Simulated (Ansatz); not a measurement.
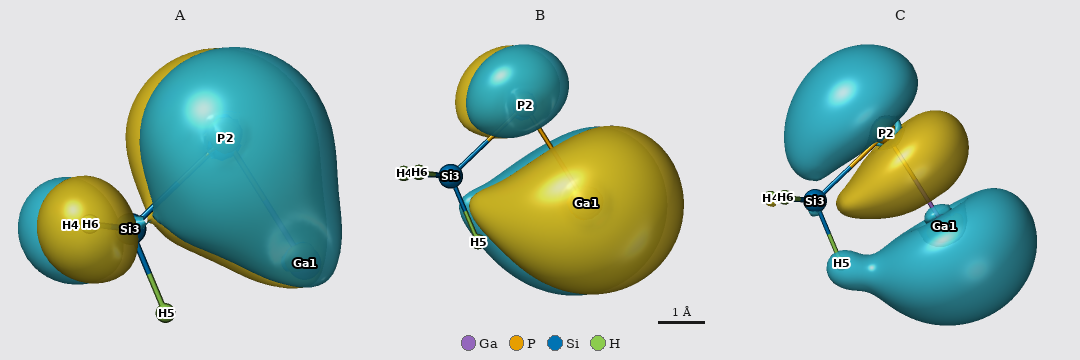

The picture shows: GaH3PSi (SMILES [SiH3][P][Ga]) (doublet). Three frontier orbitals at ±0.06 Å⁻³ᐟ² (yellow and cyan are the two phases), in no order.

Geometry: PBE-D3(BJ)/def2-SVP.

Computed with isolated molecule in a Gaussian basis; Kohn-Sham density functional theory, functional PBE0 in Ansatz 0.2.0.

Input file:

```
crystal:
  periodic: [false, false, false]
  atoms:
    - {symbol: Ga, position_ang: [0.539219, 3.503730, 0.441555]}
    - {symbol: P, position_ang: [2.080104, 2.077412, 1.819333]}
    - {symbol: Si, position_ang: [0.827830, 0.512782, 0.820827]}
    - {symbol: H, position_ang: [0.039141, -0.310296, 1.806177]}
    - {symbol: H, position_ang: [-0.222853, 1.163454, -0.103894]}
    - {symbol: H, position_ang: [1.638282, -0.393159, -0.069679]}
basis:
  gaussian:
    orbitals: def2-TZVPD
magnetization:
  spin_polarized: true
  initial_magnetization: 1
hamiltonian:
  xc: pbe0
output: {forces: true, orbitals: {seedname: orbitals}}
```

Command:

```sh
ansatz run input.yaml --threads 1 --pin off --max-ram 2610MiB --events-out events.jsonl --progress --plain --runs-dir runs
```

Question: Which picture is the HOMO−1, the HOMO and the LUMO? All are α orbitals.

Answer: A is the HOMO−1 (α) (−7.04 eV). Its weight (Hirshfeld) is mainly on P2 (about 75 %) and Ga1 (about 10 %); largely a lone pair of P2. C is the HOMO (α) (−6.10 eV). By Hirshfeld shares it lies mainly on P2 (about 45 %) and Ga1 (about 45 %). B is the LUMO (α) (−1.84 eV). By Hirshfeld shares it lies mainly on Ga1 (about 80 %) and P2 (about 15 %).

Question: What is the gap between the highest occupied and lowest empty α orbitals?

Answer: 4.26 eV between the orbital energies.
